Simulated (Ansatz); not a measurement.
```yaml
atoms:
  - { symbol: C, position_ang: [-2.4887, 1.2994, 1.4603] }
  - { symbol: C, position_ang: [-1.4014, 3.3908, 1.0692] }
  - { symbol: O, position_ang: [-2.0610, 2.6602, 1.8447] }
  - { symbol: O, position_ang: [-1.0718, 2.9778, -0.0967] }
  - { symbol: H, position_ang: [-3.0282, 0.9304, 2.3362] }
  - { symbol: H, position_ang: [-3.1389, 1.3809, 0.5804] }
  - { symbol: H, position_ang: [-1.5912, 0.7051, 1.2485] }
  - { symbol: H, position_ang: [-1.1275, 4.3905, 1.4440] }
  - { symbol: H, position_ang: [-0.5588, 3.6273, -0.6182] }
```

Geometry: r2SCAN-D4/def2-SVP.

Theory: Ansatz, isolated molecule in a Gaussian basis; Kohn-Sham density functional theory, functional PBE0.

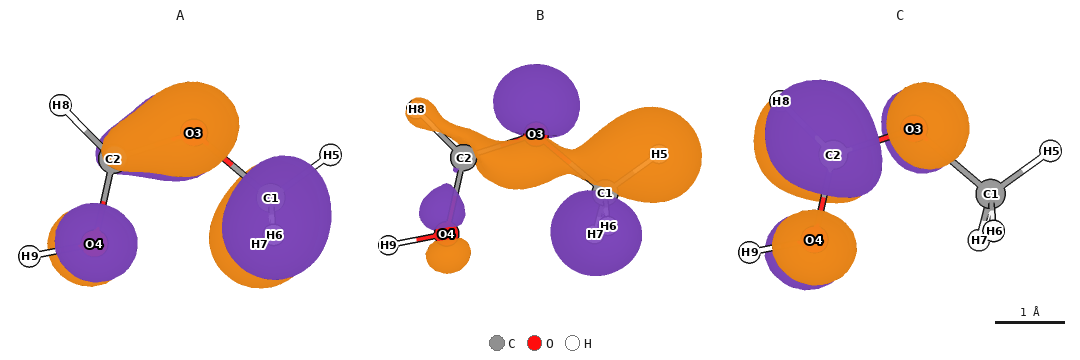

C$_{2}$H$_{5}$O$_{2}$ (SMILES CO[CH+]O) (charge +1). Three frontier orbitals at ±0.15 Å⁻³ᐟ² (orange and purple are the two phases), in no order.

> Which picture is the HOMO−1, the HOMO and the LUMO?

B is the HOMO−1 (−16.39 eV). By Hirshfeld shares it lies mainly on C1 (about 35 %), O3 (about 30 %), H5 (about 15 %), H6 (about 5 %) and H7 (about 5 %). A is the HOMO (−16.08 eV). Its weight (Hirshfeld) is mainly on O3 (about 30 %), C1 (about 25 %), O4 (about 15 %), H6 (about 10 %), H7 (about 10 %) and C2 (about 5 %). C is the LUMO (−7.50 eV). Its weight (Hirshfeld) is mainly on C2 (about 50 %), O3 (about 20 %), O4 (about 20 %) and H8 (about 5 %).

> What is the HOMO–LUMO gap?

8.58 eV between the orbital energies.
